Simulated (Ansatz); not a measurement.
# FH5MoO5: from a rough start to a minimum

Aim: relax FH5MoO5 from a cheap starting geometry, then compute its harmonic vibrations to see whether it is a minimum and to get the zero-point energy and entropy, and look at its orbitals and charge.

Computed with Ansatz 0.2.0, Gaussian basis. Level: RKS PBE0-D4/def2-TZVP.

Levels to be run: relaxation at PBE-D4/def2-SVP; relaxation at PBE0-D4/def2-TZVP; harmonic vibrations at the same level; a single point in def2-TZVPP for the fields.

### Step 1. The system as given

SMILES `[OH][Mo]([OH])([OH])([OH])([OH])[F]`, 12 atoms, charge 0, spin multiplicity 1.

Atoms are counted from 1 here; the program's logs count them from 0.

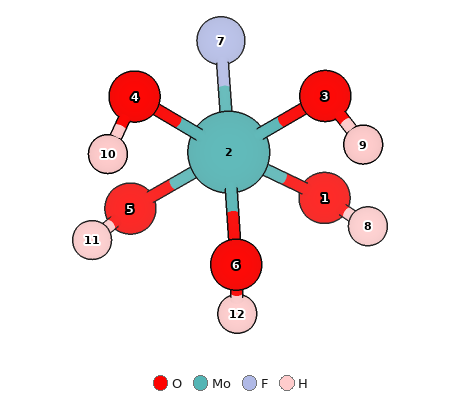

Start geometry, drawn with oxygen red, molybdenum teal, fluorine light blue, hydrogen pink; atoms are numbered from 1 in the order of the file.

The start is a force-field geometry with small random shifts, so a cheaper pass at PBE-D4/def2-SVP comes first. Mo takes the def2 core potential; no spin-orbit term is included.

### Step 2. Geometry optimisation, PBE-D4/def2-SVP (cheap first pass)

Contents of in.yaml:

```yaml
crystal:
  periodic: [false, false, false]
  atoms:
    - {symbol: O, position_ang: [-0.646300, -1.918400, 0.452700]}
    - {symbol: Mo, position_ang: [0.326300, -0.249200, -0.184500]}
    - {symbol: O, position_ang: [1.402000, -0.277000, 1.495500]}
    - {symbol: O, position_ang: [1.441300, 1.380900, -0.818500]}
    - {symbol: O, position_ang: [-0.760300, -0.230800, -1.902400]}
    - {symbol: O, position_ang: [-1.024600, 0.977900, 0.711600]}
    - {symbol: F, position_ang: [1.675600, -1.420600, -1.052500]}
    - {symbol: H, position_ang: [-0.906800, -1.664600, 1.372700]}
    - {symbol: H, position_ang: [0.802000, -0.074900, 2.286300]}
    - {symbol: H, position_ang: [0.710200, 2.109000, -0.833000]}
    - {symbol: H, position_ang: [-1.053600, 0.718500, -1.982600]}
    - {symbol: H, position_ang: [-1.888900, 0.594000, 0.488700]}
basis:
  gaussian: {orbitals: def2-SVP}
hamiltonian: {xc: pbe, dispersion: d4}
relax: {f_tol: 0.03, max_steps: 200}
```

Started as:

```
> ansatz run in.yaml --threads 2 --pin off --events-out ev --progress --plain --max-ram 32768MiB --backend cpu
```

What it wrote, cut to the lines that bear on the results:

```text
Functional definition: PBE
  name "PBE"
  cite "Perdew, Burke & Ernzerhof, Phys. Rev. Lett. 77, 3865 (1996) doi:10.1103/PhysRevLett.77.3865"
  parent pbe
[...]
1456 factors; their error is unknown
[...]
mean field -14870.04868191 eV, -546.4642097794 hartree, gradient 4.9e-5 eV, S^2 0.000000; 0 other end points of the search recorded, 0 dependent functions left out
[...]
reference -14870.04876112 eV, -546.4642126900 hartree; 34, 34 occupied and 106, 106 virtual orbitals, 1456 factors
relax step   1: F+E_penalty+E_count = -14870.32822961 eV  Δ(F+E_penalty+E_count) = +0.000e0 eV  max|allowed force component| = 3.293e0 eV/Å  Δτ_max = 0.0000 Å  (39 SCF iters, accepted)
[...]
relax step  11: F+E_penalty+E_count = -14872.08089344 eV  Δ(F+E_penalty+E_count) = +2.865e-3 eV  max|allowed force component| = 8.065e-1 eV/Å  Δτ_max = 0.1957 Å  (42 SCF iters, rejected (line search))
[...]
relax step  21: F+E_penalty+E_count = -14872.42372643 eV  Δ(F+E_penalty+E_count) = -1.005e-1 eV  max|allowed force component| = 3.535e-1 eV/Å  Δτ_max = 0.2000 Å  (42 SCF iters, accepted)
[...]
relax step  31: F+E_penalty+E_count = -14872.46318324 eV  Δ(F+E_penalty+E_count) = -1.481e-3 eV  max|allowed force component| = 5.923e-1 eV/Å  Δτ_max = 0.1613 Å  (39 SCF iters, accepted)
[...]
1456 factors; their error is unknown
[...]
mean field -14872.21305603 eV, -546.5437490612 hartree, gradient 1.7e-5 eV, S^2 0.000000; 1 other end points of the search recorded, 0 dependent functions left out
[...]
reference -14872.21313387 eV, -546.5437519215 hartree; 34, 34 occupied and 106, 106 virtual orbitals, 1456 factors
Total energy: -14872.50551951 eV, -546.5544968956 hartree
Atom 0 at    -0.510568    -1.868328     0.457517 Å, force    -0.001278     0.002243     0.007998 eV/Å
Atom 1 at     0.115569    -0.140860     0.077580 Å, force     0.006059    -0.015288     0.002321 eV/Å
Atom 2 at     0.912937     0.236663     1.739644 Å, force    -0.008659     0.002692     0.000745 eV/Å
Atom 3 at     1.075451     1.191415    -0.881488 Å, force    -0.005477     0.006613     0.003377 eV/Å
Atom 4 at    -1.151128    -0.088525    -1.369751 Å, force     0.003054     0.005543     0.000749 eV/Å
Atom 5 at    -1.236848     0.943131     0.959695 Å, force    -0.008335     0.000721    -0.016143 eV/Å
Atom 6 at     1.626944    -1.179238    -0.554713 Å, force    -0.005519    -0.000192     0.000876 eV/Å
Atom 7 at    -0.044200    -2.637445     0.073116 Å, force     0.001869    -0.000815    -0.002087 eV/Å
Atom 8 at     0.493758     0.879634     2.346786 Å, force     0.010029    -0.003079     0.002541 eV/Å
Atom 9 at     1.902132     0.875596    -1.298346 Å, force     0.005382     0.001710    -0.008744 eV/Å
Atom 10 at    -1.070979     0.720007    -1.915085 Å, force     0.004109     0.000525     0.000151 eV/Å
Atom 11 at    -2.036168     1.012751     0.399045 Å, force    -0.001234    -0.000674     0.008217 eV/Å
Dipole moment:    -0.134607     0.209449    -0.227542 e Å
```

It took 2 min on 2 threads of AMD EPYC 7R13, shared host.

Relaxation path: (not every step is listed)

```
step  energy from step 1 (eV)  largest force component (eV/Å)
   1                   0.0000                          3.2930
   2                  -1.1135                          2.8778
   3                  -1.4091                          1.7944
   4                  -1.5923                          0.9919
   5                  -1.6887                          0.6388
   6                  -1.7144                          0.5800
   7                  -1.7295                          0.8454
   8                  -1.7411                          0.4096
   9                  -1.7498                          0.1562
  11                  -1.7527                          0.8065
  13                  -1.7679                          0.4533
  15                  -1.7783                          1.2575
  17                  -1.8371                          1.3270
  19                  -1.9106                          1.5766
  21                  -2.0955                          0.3535
  23                  -2.1193                          0.3998
  25                  -2.1286                          0.1172
  27                  -2.1306                          0.0495
  29                  -2.1325                          0.2105
  31                  -2.1350                          0.5923
  33                  -2.1467                          0.4725
  35                  -2.1579                          0.1322
  37                  -2.1693                          0.4074
  38                  -2.1738                          0.1155
  39                  -2.1758                          0.0731
  40                  -2.1766                          0.0703
  41                  -2.1769                          0.0477
  42                  -2.1772                          0.0161
```

The force was under the threshold of 0.03 eV/Å already at step 28, but the program went on to step 42.

Distances of close pairs at the start and the end, largest changes first:

```
  bond  before (Å)  after (Å)  change (Å)
Mo2–O4       2.074      1.902      -0.173
O1–Mo2       2.034      1.876      -0.158
Mo2–O3       1.995      1.882      -0.113
Mo2–O5       2.033      1.924      -0.109
Mo2–O6       2.033      1.945      -0.088
O4–H10       1.032      0.978      -0.054
Mo2–F7       1.987      1.940      -0.047
 O3–H9       1.013      0.979      -0.034
```

### Step 3. Optimising with PBE0-D4/def2-TZVP

Contents of in.yaml:

```yaml
crystal:
  periodic: [false, false, false]
  atoms:
    - {symbol: O, position_ang: [-0.510568, -1.868328, 0.457517]}
    - {symbol: Mo, position_ang: [0.115569, -0.140860, 0.077580]}
    - {symbol: O, position_ang: [0.912937, 0.236663, 1.739644]}
    - {symbol: O, position_ang: [1.075451, 1.191415, -0.881488]}
    - {symbol: O, position_ang: [-1.151128, -0.088525, -1.369751]}
    - {symbol: O, position_ang: [-1.236848, 0.943131, 0.959695]}
    - {symbol: F, position_ang: [1.626944, -1.179238, -0.554713]}
    - {symbol: H, position_ang: [-0.044200, -2.637445, 0.073116]}
    - {symbol: H, position_ang: [0.493758, 0.879634, 2.346786]}
    - {symbol: H, position_ang: [1.902132, 0.875596, -1.298346]}
    - {symbol: H, position_ang: [-1.070979, 0.720007, -1.915085]}
    - {symbol: H, position_ang: [-2.036168, 1.012751, 0.399045]}
basis:
  gaussian: {orbitals: def2-TZVP}
hamiltonian: {xc: pbe0, dispersion: d4}
relax: {f_tol: 0.005, max_steps: 150}
```

Started as:

```
> ansatz run in.yaml --threads 2 --pin off --events-out ev --progress --plain --max-ram 32768MiB --backend cuda --devices 0, --max-vram 18GiB
```

What it wrote, cut to the lines that bear on the results:

```text
Functional definition: PBE0
  name "PBE0"
  cite "Adamo & Barone, J. Chem. Phys. 110, 6158 (1999) doi:10.1063/1.478522"
  cite "Perdew, Burke & Ernzerhof, Phys. Rev. Lett. 77, 3865 (1996) doi:10.1103/PhysRevLett.77.3865"
  parent pbe
[...]
1509 factors; their error is unknown
[...]
mean field -14885.89753134 eV, -547.0466442529 hartree, gradient 5.5e-5 eV, S^2 0.000000; 0 other end points of the search recorded, 0 dependent functions left out
[...]
reference -14885.89758221 eV, -547.0466461226 hartree; 34, 34 occupied and 222, 222 virtual orbitals, 1509 factors
relax step   1: F+E_penalty+E_count = -14886.14433698 eV  Δ(F+E_penalty+E_count) = +0.000e0 eV  max|allowed force component| = 8.212e-1 eV/Å  Δτ_max = 0.0000 Å  (36 SCF iters, accepted)
[...]
Atom 2 at     0.888942     0.247104     1.710989 Å, force     0.001275     0.000520     0.000720 eV/Å
Atom 3 at     1.089866     1.147171    -0.887087 Å, force     0.000685    -0.001746    -0.001788 eV/Å
Atom 4 at    -1.141791    -0.065648    -1.353454 Å, force    -0.001555     0.000719    -0.000613 eV/Å
Atom 5 at    -1.228425     0.931798     0.948153 Å, force     0.001353    -0.000929    -0.000689 eV/Å
Atom 6 at     1.629171    -1.181567    -0.517317 Å, force    -0.000787    -0.000428     0.001213 eV/Å
Atom 7 at    -0.011332    -2.596706     0.083056 Å, force     0.001666     0.000282    -0.000780 eV/Å
Atom 8 at     0.458577     0.844871     2.331401 Å, force    -0.000971     0.000102    -0.001065 eV/Å
Atom 9 at     1.897838     0.846384    -1.315762 Å, force    -0.001139     0.001935     0.000753 eV/Å
Atom 10 at    -1.094732     0.731009    -1.892368 Å, force     0.000364     0.000145    -0.000051 eV/Å
Atom 11 at    -2.032441     1.011071     0.425644 Å, force     0.000147     0.000941     0.000074 eV/Å
Dipole moment:    -0.168381     0.223844    -0.218712 e Å
```

It took 36 s on 1 × H100 (card shared with other runs) with 2 threads of AMD EPYC 7R13, shared host; peak host memory 0.86 GiB.

Relaxation path:

```
step  energy from step 1 (eV)  largest force component (eV/Å)
   1                   0.0000                          0.8212
   2                  -0.0792                          0.2085
   3                  -0.0849                          0.0634
   4                  -0.0861                          0.0416
   5                  -0.0865                          0.0229
   6                  -0.0867                          0.0191
   7                  -0.0867                          0.0130
   8                  -0.0867                          0.0029
```

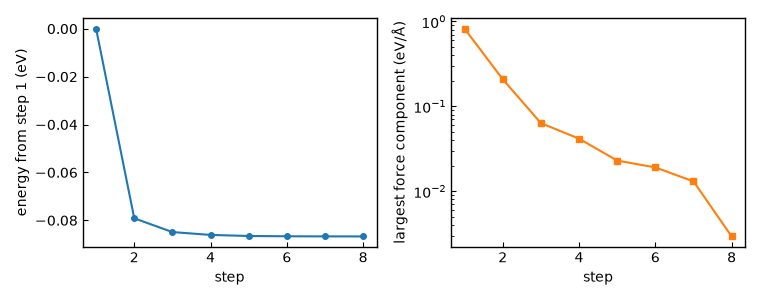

Energy and largest force along the relaxation.

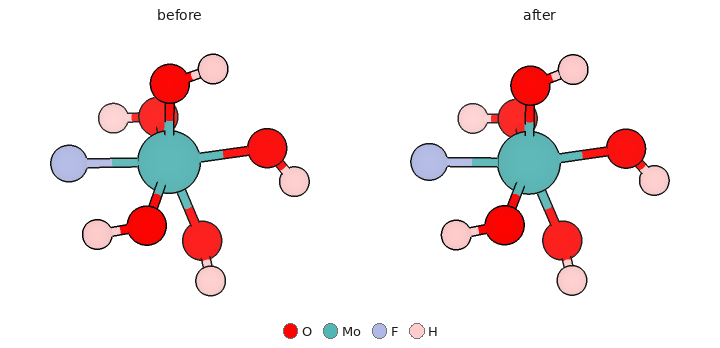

Before and after, at one scale.

Distances of close pairs at the start and the end, largest changes first:

```
  bond  before (Å)  after (Å)  change (Å)
Mo2–O4       1.902      1.872      -0.030
O1–Mo2       1.876      1.847      -0.029
Mo2–O3       1.882      1.854      -0.028
Mo2–O5       1.924      1.899      -0.025
Mo2–O6       1.945      1.925      -0.020
O6–H12       0.979      0.962      -0.017
 O3–H9       0.979      0.963      -0.016
O5–H11       0.979      0.963      -0.016
```

Mulliken charges at the end point, from the run's report:

```
atom  value (e)
  O1      -0.59
 Mo2       1.74
  O3      -0.57
  O4      -0.63
  O5      -0.62
  O6      -0.63
  F7      -0.51
  H8       0.37
  H9       0.37
 H10       0.37
 H11       0.35
 H12       0.35
```

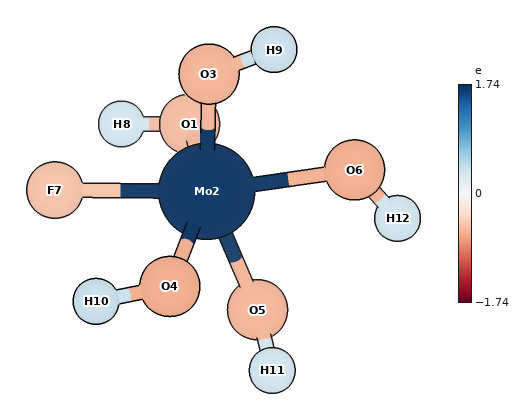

Mulliken charges at the end point, from the run's report, as colours on the atoms.

### Step 4. Harmonic vibrations

Contents of in.yaml:

```yaml
crystal:
  periodic: [false, false, false]
  atoms:
    - {symbol: O, position_ang: [-0.493116, -1.838718, 0.431184]}
    - {symbol: Mo, position_ang: [0.114344, -0.131968, 0.069562]}
    - {symbol: O, position_ang: [0.888942, 0.247104, 1.710989]}
    - {symbol: O, position_ang: [1.089866, 1.147171, -0.887087]}
    - {symbol: O, position_ang: [-1.141791, -0.065648, -1.353454]}
    - {symbol: O, position_ang: [-1.228425, 0.931798, 0.948153]}
    - {symbol: F, position_ang: [1.629171, -1.181567, -0.517317]}
    - {symbol: H, position_ang: [-0.011332, -2.596706, 0.083056]}
    - {symbol: H, position_ang: [0.458577, 0.844871, 2.331401]}
    - {symbol: H, position_ang: [1.897838, 0.846384, -1.315762]}
    - {symbol: H, position_ang: [-1.094732, 0.731009, -1.892368]}
    - {symbol: H, position_ang: [-2.032441, 1.011071, 0.425644]}
basis:
  gaussian: {orbitals: def2-TZVP}
hamiltonian: {xc: pbe0, dispersion: d4}
phonons: {temperatures: {t_min: 298.15, t_max: 900, t_step: 200}}
```

The command is unchanged.

What it wrote, cut to the lines that bear on the results:

```text
Functional definition: PBE0
  name "PBE0"
  cite "Adamo & Barone, J. Chem. Phys. 110, 6158 (1999) doi:10.1063/1.478522"
  cite "Perdew, Burke & Ernzerhof, Phys. Rev. Lett. 77, 3865 (1996) doi:10.1103/PhysRevLett.77.3865"
  parent pbe
[...]
1509 factors; their error is unknown
[...]
mean field -14885.98120493 eV, -547.0497192006 hartree, gradient 2.8e-5 eV, S^2 0.000000; 0 other end points of the search recorded, 0 dependent functions left out
[...]
reference -14885.98125597 eV, -547.0497210766 hartree; 34, 34 occupied and 222, 222 virtual orbitals, 1509 factors
[...]
1509 factors; their error is unknown
mean field -14885.98111257 eV, -547.0497158064 hartree, gradient 2.3e-6 eV, S^2 0.000000; 0 other end points of the search recorded, 0 dependent functions left out
[...]
reference -14885.98116363 eV, -547.0497176828 hartree; 34, 34 occupied and 222, 222 virtual orbitals, 1509 factors
[...]
Atom 5 at    -1.228425     0.931798     0.948153 Å, force     0.001263    -0.001155    -0.000715 eV/Å
Atom 6 at     1.629171    -1.181567    -0.517317 Å, force    -0.000975    -0.000524     0.001253 eV/Å
Atom 7 at    -0.011332    -2.596706     0.083056 Å, force     0.001654     0.000270    -0.000811 eV/Å
Atom 8 at     0.458577     0.844871     2.331401 Å, force    -0.000932     0.000078    -0.001088 eV/Å
Atom 9 at     1.897838     0.846384    -1.315762 Å, force    -0.001157     0.001932     0.000730 eV/Å
Atom 10 at    -1.094732     0.731009    -1.892368 Å, force     0.000331     0.000138     0.000045 eV/Å
Atom 11 at    -2.032441     1.011071     0.425644 Å, force     0.000167     0.000889     0.000036 eV/Å
Dipole moment:    -0.168378     0.223845    -0.218712 e Å
Vibrations: 87.03 112.60 171.49 206.13 241.34 268.64 284.58 352.89 381.06 393.82 437.14 451.62 462.99 536.96 601.08 623.17 646.78 697.54 707.79 730.95 744.16 780.46 816.68 864.80 897.96 3853.78 3855.31 3858.08 3860.12 3864.47 cm⁻¹, zero-point energy 1.970818 eV
```

Wall time 2.6 min (1 × H100 (card shared with other runs) with 2 threads of AMD EPYC 7R13, shared host); peak host memory 0.87 GiB.

Motions are named by where the mode's potential energy lies. Wavenumbers, unscaled:

```
mode  cm⁻¹                  motion
   1    87       bend with torsion
   2   113                 torsion
   3   171       torsion with bend
   4   206                 torsion
   5   241                 torsion
   6   269       bend with torsion
   7   285       bend with torsion
   8   353       torsion with bend
   9   381       torsion with bend
  10   394       torsion with bend
  11   437                 torsion
  12   452                 torsion
  13   463                 torsion
  14   537            Mo–F stretch
  15   601            Mo–O stretch
  16   623                 torsion
  17   647            Mo–O stretch
  18   698            Mo–O stretch
  19   708  Mo–O stretch with bend
  20   731  Mo–O stretch with bend
  21   744  bend with Mo–O stretch
  22   780                    bend
  23   817                    bend
  24   865                    bend
  25   898                    bend
  26  3854             O–H stretch
  27  3855             O–H stretch
  28  3858             O–H stretch
  29  3860             O–H stretch
  30  3864             O–H stretch
```

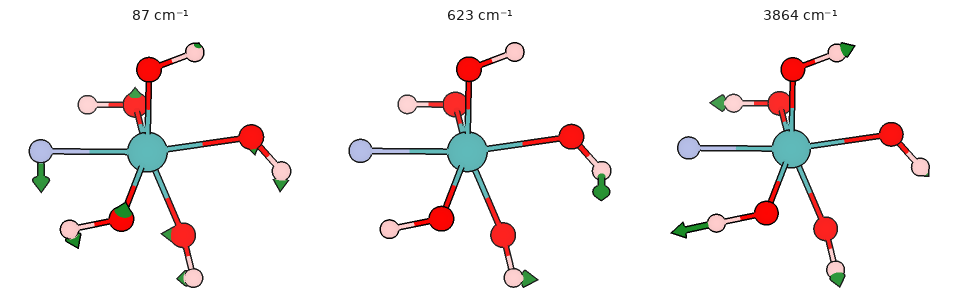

Displacements of 3 modes, as arrows.

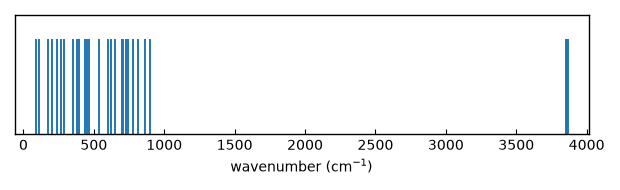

The harmonic wavenumbers as sticks (no intensities were computed).

Ideal gas, rigid rotor and harmonic oscillator at 298.15 K and 1 bar, with symmetry number 1:

```
                term            value
   zero-point energy    45.4 kcal/mol
          H(298) − E    52.3 kcal/mol
entropy, translation  174.9 J/(mol K)
   entropy, rotation  117.7 J/(mol K)
  entropy, vibration  107.0 J/(mol K)
      entropy, total  399.6 J/(mol K)
```

### Step 5. Orbitals, density and potential

in.yaml: that of step 4 with these lines changed.

```diff
@@ -16,4 +16,4 @@
 basis:
-  gaussian: {orbitals: def2-TZVP}
+  gaussian: {orbitals: def2-TZVPP}
 hamiltonian: {xc: pbe0, dispersion: d4}
-phonons: {temperatures: {t_min: 298.15, t_max: 900, t_step: 200}}
+output: {orbitals: {seedname: orbitals}}
```

Launched as before.

What it wrote:

```text
Functional definition: PBE0
  name "PBE0"
  cite "Adamo & Barone, J. Chem. Phys. 110, 6158 (1999) doi:10.1063/1.478522"
  cite "Perdew, Burke & Ernzerhof, Phys. Rev. Lett. 77, 3865 (1996) doi:10.1103/PhysRevLett.77.3865"
  parent pbe
  parameter a = 0.25
  parameter kappa = 0.804
  parameter beta = 0.06672455060314922
  exchange = (1 - a)*pbe_x(kappa = kappa, mu = beta*pi^2/3) + a*exact_x
  correlation = pbe_c(beta = beta)
1575 factors; their error is unknown
mean field evaluation 1: about -14859.8045 eV, gradient 1.3e2 eV
mean field evaluation 2: about -14638.1619 eV, gradient 3.8e2 eV
mean field evaluation 4: about -14884.0952 eV, gradient 3.6e1 eV
mean field evaluation 8: about -14886.3648 eV, gradient 4.7e-1 eV
mean field evaluation 16: about -14886.4724 eV, gradient 7.6e-3 eV
mean field -14886.47240230 eV, -547.0677703712 hartree, gradient 4.1e-5 eV, S^2 0.000000; 0 other end points of the search recorded, 0 dependent functions left out
reference -14886.47246111 eV, -547.0677725322 hartree; 34, 34 occupied and 278, 278 virtual orbitals, 1575 factors
Total energy: -14886.72231447 eV, -547.0769544739 hartree
```

Wall time 7 s (1 × H100 (card shared with other runs) with 2 threads of AMD EPYC 7R13, shared host); peak host memory 0.83 GiB.

The fields below are evaluated on a grid from the run's orbitals.

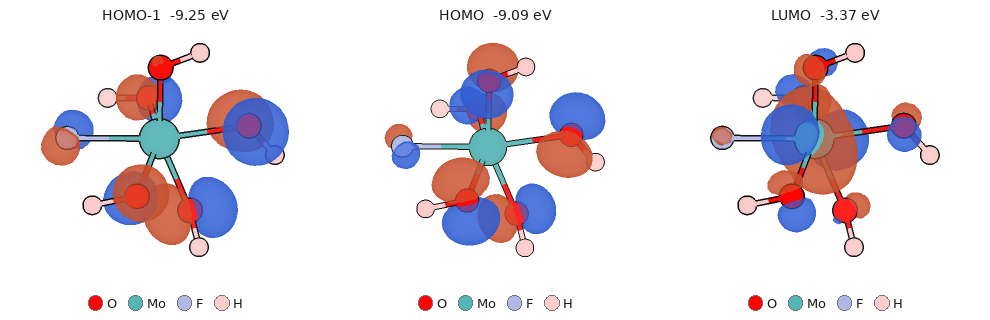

PBE0-D4/def2-TZVPP orbitals near the gap, drawn at the value that encloses 70 % of each; the two colours are the two signs.

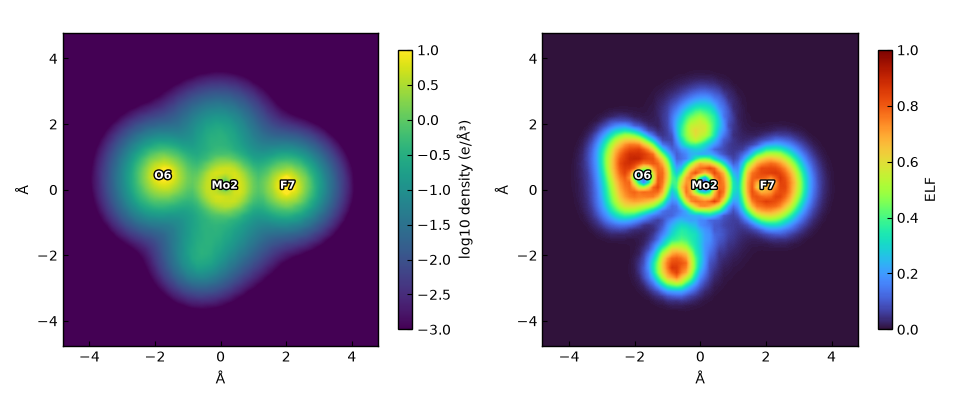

Density (left) and ELF (right) in a plane through or near 3 of the atoms.

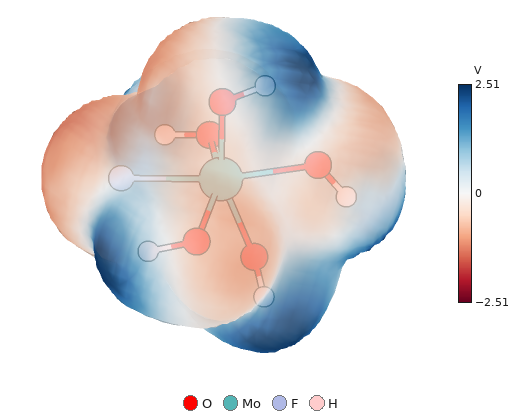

The potential that a unit positive charge feels on the 0.002 e/bohr³ surface, from the 1st to the 99th percentile, from -1.17 V near F7 to 2.51 V near H11.

### Step 6. Summary of results

| quantity | value |
| --- | --- |
| point group | C1 |
| steps | 42 + 8 |
| shift from the start (rms) | 0.883 Å |
| total energy | -14886.2311 eV |
| dispersion term | -250 meV |
| dipole moment | 1.71 D |
| lowest, highest wavenumber | 87, 3864 cm⁻¹ |
| zero-point energy | 45.4 kcal/mol |
| entropy at 298.15 K | 399.6 J/(mol K) |
| HOMO, LUMO | -9.09, -3.37 eV |

What this shows: The relaxed geometry lies 0.88 Å (rms) from the start; the bond that changed most is Mo2–O4, from 2.074 to 1.872 Å. All wavenumbers are real, so the end point is a minimum. The stiffest mode, 3864 cm⁻¹, is an O–H stretch, and 3 modes under 200 cm⁻¹ make the vibrational entropy uncertain. Harmonic hybrid wavenumbers usually lie a few per cent above measured fundamentals. The largest Mulliken charge, +1.74 e, sits on Mo2. The HOMO lies mostly on O4, O6 about 23 % each; O3 19 % and the LUMO on Mo2 60 %; O1, O4 about 8 % each.
